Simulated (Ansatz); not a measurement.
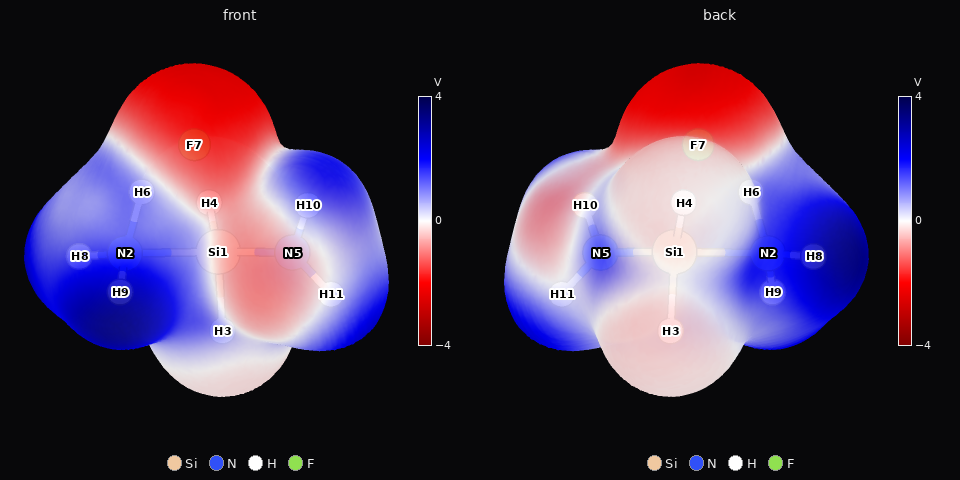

Figure. H$_{7}$N$_{2}$Si···F. The molecular electrostatic potential painted on the density surface at 0.004 e/bohr³, seen from the front and from behind; red is negative and blue positive.

A transition-state structure; geometry: PBE0-D4/def2-TZVP.

All numbers below come from Ansatz, RKS PBE0-D4/def2-TZVPP.

Input file:

```
crystal:
  periodic: [false, false, false]
  atoms:
    - {symbol: Si, position_ang: [-0.102793, -0.636363, 0.242829]}
    - {symbol: N, position_ang: [1.143244, 0.239896, -0.809472]}
    - {symbol: H, position_ang: [-0.451892, -1.809784, -0.627543]}
    - {symbol: H, position_ang: [0.647887, -1.212044, 1.376995]}
    - {symbol: N, position_ang: [-1.595919, 0.154070, 0.321022]}
    - {symbol: H, position_ang: [1.120839, 1.032950, 0.052710]}
    - {symbol: F, position_ang: [0.577810, 1.235579, 1.170366]}
    - {symbol: H, position_ang: [2.029340, -0.236208, -0.926906]}
    - {symbol: H, position_ang: [0.795791, 0.550459, -1.707986]}
    - {symbol: H, position_ang: [-1.721034, 0.965935, 0.900507]}
    - {symbol: H, position_ang: [-2.443373, -0.284490, 0.007479]}
basis:
  gaussian: {orbitals: def2-TZVPP}
hamiltonian: {xc: pbe0, dispersion: d4}
output: {orbitals: {seedname: orbitals}}
```

Launched as:

```sh
ansatz run in.yaml --threads 4 --pin off --events-out ev --progress --plain --max-ram 9574MiB
```

Question: Describe the electrostatic potential map.

Answer: The most negative region (about −2.4 V) lies over F7, the most positive (about +3.3 V) over H8 and H9.
